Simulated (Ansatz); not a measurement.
# The perfect Au wire of staggered 5-rings, part 4 of 4

Aim: is the Au wire of staggered 5-rings a metal or a semiconductor?

Ansatz 0.2.0; DFT PBE, plane waves, PAW; relaxation of a wire's period (the session's first sound run).

So far. Step 7 (Two-component spinors): Bands cross the Fermi level, as under PBE at the relaxed period, with no moment. Step 8 (At a strained period, period over the relaxed period …): Bands cross the Fermi level, as under PBE at the relaxed period.

### Step 9. Strain along the wire, period over the relaxed period 1.1, k-mesh 1×1×13 (continued)

Level of this step: DFT PBE, plane waves, PAW; relaxation at a fixed period (Ansatz).

Relaxation path:

```csv
step,energy less that of the first step (eV),largest force component (eV/Å)
1,0.0000,0.5556
2,-0.1524,0.6320
3,-0.3753,0.0562
4,-0.3781,0.0029
```

The run keeps the 8 symmetry operations that it works with, so distortions that break them were not tested.

The atoms that moved most (Å):

```csv
atom,dx,dy,dz,length
Au3,-0.036,-0.113,0.000,0.119
Au4,-0.036,0.113,0.000,0.119
Au7,0.036,-0.113,0.000,0.119
Au8,0.036,0.113,0.000,0.119
Au10,-0.095,0.070,0.000,0.118
Au9,-0.095,-0.070,0.000,0.118
Au2,0.095,0.070,0.000,0.118
Au1,0.095,-0.070,0.000,0.118
```

Final coordinates:

```xyz
10
Lattice="11.7040 0.0000 0.0000 0.0000 11.4640 0.0000 0.0000 0.0000 4.9875" Properties=species:S:1:pos:R:3
Au    3.9620    7.1068    0.0000
Au    3.9620    4.3576    0.0000
Au    6.5760    7.9609    0.0000
Au    6.5760    3.5034    0.0000
Au    8.1905    5.7322    0.0000
Au    3.5139    5.7322    2.4937
Au    5.1284    7.9609    2.4937
Au    5.1284    3.5034    2.4937
Au    7.7424    7.1068    2.4937
Au    7.7424    4.3576    2.4937
```

This step gave:

| Property | Result |
| --- | --- |
| energy at zero smearing | -131487.2264 eV |

Bands cross the Fermi level, as under PBE at the relaxed period.

### Step 10. A varied input

This step: DFT LDA, plane waves, PAW; bands of a perfect wire at the PBE geometry; changed: kpoints.mp_grid.grid = [1, 1, 11], hamiltonian.hubbard = {"sites": [{"species": "Au", "l": "d", "u_eff": 1.0}], "double_counting": "amf"} (Ansatz 0.2.0).

The atoms of the band run (LDA) are kept and the input is varied, to see whether the result depends on it.

File input.yaml:

```yaml
crystal:
  lattice:
    - [11.704, 0.0, 0.0]
    - [0.0, 11.464, 0.0]
    - [0.0, 0.0, 4.5340791809]
  atoms:
    - { symbol: Au, position: [0.330395803, 0.626030062, 0.0] }
    - { symbol: Au, position: [0.330395803, 0.374001328, 0.0] }
    - { symbol: Au, position: [0.564970156, 0.704312954, 0.0] }
    - { symbol: Au, position: [0.564970156, 0.295718436, 0.0] }
    - { symbol: Au, position: [0.709552604, 0.500015695, 0.0] }
    - { symbol: Au, position: [0.290481417, 0.500015695, 0.5] }
    - { symbol: Au, position: [0.435063866, 0.704312954, 0.5] }
    - { symbol: Au, position: [0.435063866, 0.295718436, 0.5] }
    - { symbol: Au, position: [0.669638219, 0.626030062, 0.5] }
    - { symbol: Au, position: [0.669638219, 0.374001328, 0.5] }
kpoints:
  mp_grid: { grid: [1, 1, 11] }
  band_path: { path: ["Γ", Z], npoints: 50 }
scf:
  occupations: { method: fermi_dirac, width: 0.05 }
hamiltonian:
  xc: lda
  hubbard: { sites: [{ species: Au, l: d, u_eff: 1.0 }], double_counting: amf }
```

Command:

```console
> ansatz run input.yaml --threads 4 --pin off --max-ram 16384MiB --backend cpu --events-out ev --progress --plain --runs-dir out
```

Numbers of over 12 decimals in the logs are rounded to 6 here.

What it wrote:

```text
Au: projections on atomic orbitals take those of the free atom [Kr 4d10 4f14] 5s2 5p6 5d10 6s1, of charge +0.00 (hamiltonian.pseudopotentials.projection_atoms); the dataset's partial waves leave at most 9.9e-5 of an orbital's norm unspanned inside its sphere
[...]
Crystal: 10 atoms, lattice volume = 608.359 Å³
Basis set: ecut = 420 eV, 11955 PW (Γ)
Bands: 114, of which v1, the nominal top of the filled ones, is band 95 counted from 1 (94 counted from 0)
Symmetry: 8 space group operations
[...]
k-points: 6 of 11
[...]
SCF iter   1: F=—  HF=-128643.700105 eV  |F-HF|=—  |Δ(HF+E_count)|=         —  Δρ=3.99e-2  dr2=1.03e1  ethr=3.10e-3  ⟨swp⟩=6.3  Hψ=2735  notcnv=0  defer=4
[...]
SCF iter   8: F=-128640.767618 eV  HF=-128640.767618 eV  |F-HF|=2.98e-9  |Δ(HF+E_count)|=   2.26e-7  Δρ=1.52e-6  dr2=9.76e-9  ethr=5.26e-11  ⟨swp⟩=12.5  Hψ=2687  notcnv=0
SCF 1 converged in 8 iterations: F = -128640.767618 eV  dr2 = 9.76e-9
[...]
SCF converged after 8 iterations
Free energy (F): -128640.767618 eV
[...]
Internal energy: -128640.728546 eV  (E = F + TS)
E sigma→0 (E₀):  -128640.748082 eV
Entropy (-TS):   -0.039073 eV (-3.907 meV/atom)
Fermi energy:    0.936828 eV
[...]
DFT+U double counting: amf (around mean field; hamiltonian.hubbard.double_counting)
--- Band table (eV; the first three rows and the last of 6) ---
  k-point 0: bands = [... 91 lower, -0.0281, 0.5032, 0.5289, 0.9724, 2.8935, 2.9464, 2.9569, 4.2397, ... 15 higher]
  k-point 1: bands = [... 91 lower, -0.0442, 0.5200, 0.5457, 0.8514, 2.9906, 3.0257, 3.0365, 3.4530, ... 15 higher]
  k-point 2: bands = [... 91 lower, -0.0806, 0.5181, 0.5908, 0.6165, 2.1423, 3.2688, 3.2725, 3.2803, ... 15 higher]
  k-point 5: bands = [... 91 lower, 0.0709, 0.1149, 0.1177, 0.7569, 0.7592, 2.0444, 2.0648, 3.0474, ... 15 higher]
Occupation matrices written to <dir>
```

It took 36 s on 4 threads of Arm Neoverse V2, shared host; peak memory 3.4 GiB; 2.3 min of CPU time.

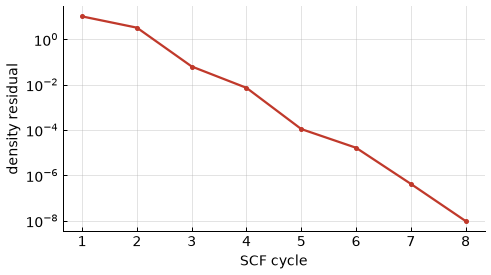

Residual by cycle in this run.

The run finished with changed settings (kpoints.mp_grid.grid = [1, 1, 11] and hamiltonian.hubbard); it serves as a test.

### Step 11. A varied input: hamiltonian.hubbard

This step: DFT LDA, plane waves, PAW; bands of a perfect wire at the PBE geometry; changed: hamiltonian.hubbard = {"sites": [{"species": "Au", "l": "d", "u_eff": 6.0}], "double_counting": "amf"} (Ansatz 0.2.0).

The atoms of the band run (LDA) are kept and the input is varied, to see whether the result depends on it.

input.yaml, as its differences from that of step 10:

```diff
@@ -17,3 +17,3 @@
 kpoints:
-  mp_grid: { grid: [1, 1, 11] }
+  mp_grid: { grid: [1, 1, 14] }
   band_path: { path: ["Γ", Z], npoints: 50 }
@@ -23,2 +23,2 @@
   xc: lda
-  hubbard: { sites: [{ species: Au, l: d, u_eff: 1.0 }], double_counting: amf }
+  hubbard: { sites: [{ species: Au, l: d, u_eff: 6.0 }], double_counting: amf }
```

What it wrote:

```text
[...]
Crystal: 10 atoms, lattice volume = 608.359 Å³
Basis set: ecut = 420 eV, 11955 PW (Γ)
Bands: 114, of which v1, the nominal top of the filled ones, is band 95 counted from 1 (94 counted from 0)
Symmetry: 8 space group operations
[...]
k-points: 8 of 14
[...]
--- Band table (eV; the first three rows and the last of 8) ---
  k-point 0: bands = [... 91 lower, -0.1427, 0.4710, 0.4969, 1.1798, 2.8830, 2.9228, 2.9334, 4.2117, ... 15 higher]
  k-point 1: bands = [... 91 lower, -0.1527, 0.4810, 0.5069, 1.1042, 2.9430, 2.9726, 2.9834, 3.6774, ... 15 higher]
  k-point 2: bands = [... 91 lower, -0.1820, 0.5186, 0.5444, 0.8892, 2.6773, 3.1195, 3.1243, 3.1355, ... 15 higher]
  k-point 7: bands = [... 91 lower, 0.1027, 0.3547, 0.3547, 0.3570, 0.3570, 2.5309, 2.5309, 2.5499, ... 15 higher]
Occupation matrices written to <dir>
[key lines of the parts left out:]
SCF converged after 8 iterations
Free energy (F): -128640.917346 eV
Fermi energy:    1.099387 eV
```

It took 38 s on 4 threads; peak memory 3.4 GiB.

This step gave:

```
energy at zero smearing : -128640.8956 eV
```

It took 38 s against 32 s for the run it varies.

### Step 12. What came out

```
cell length, PBE           : 4.534 Å
conductance, PBE           : 5.08 G₀
gap, period scaled by 0.97 : none
gap, period scaled by 1.1  : none
```

What this shows: Under PBE the cell's length is 4.53 Å, and it is a metal with 5 channels a spin next to the Fermi level, 5.08 G₀ at 300 K. A perfect wire passes every open channel, so the conductance counts half a G₀ for each forward-moving state at the Fermi level, spin by spin; the value here is no such multiple, since a band edge lies within the thermal window. Transport is coherent and elastic here: the atoms are frozen, so scattering by vibrations plays no part.

[Logs are printed without paths, hosts, clocks, repeated set-up lines and the standing remarks that a program may print on its own settings, such as how far it seeks lower states.]

[Hosts, paths, dates, database ids (printed as entryN), source tags and the programs' standing remarks are cut or masked in the printed files.]
